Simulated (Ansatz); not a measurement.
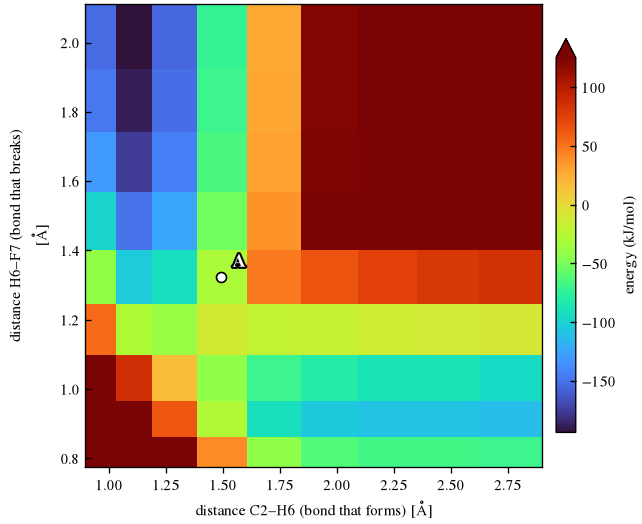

The reacting system CH₇FSn (fragments CH₆Sn + FH where the first distance is long, FH₃Sn + CH₄ where the second is long). 
- First axis: distance C2–H6 (bond that forms). Second axis: distance H6–F7 (bond that breaks).
- Relaxed at each point: all other coordinates.
- Grid: 9 × 9 points.
- Points are written as (first, second).
- Energies: kJ/mol, counted from a guessed transition structure relaxed with its forming and breaking bonds held.
- Energies and slopes of some neighbouring points disagree (a jump in structure or state, or too coarse a mesh). The reference is spin-restricted, so regions where a bond is pulled apart into radicals lie too high.
- The calculation used RKS B3LYP-D4/def2-SVP in Ansatz.

Drawn: one coloured cell a grid point, one colour for all values above the top of the scale, the point A.

### Which way does the force act at A, and how strong is it?

A, at (1.491 Å, 1.324 Å), is not a stationary point. The computed force is 330 kJ/mol for each Å towards smaller values of the first coordinate and 178 kJ/mol for each Å towards larger values of the second coordinate.
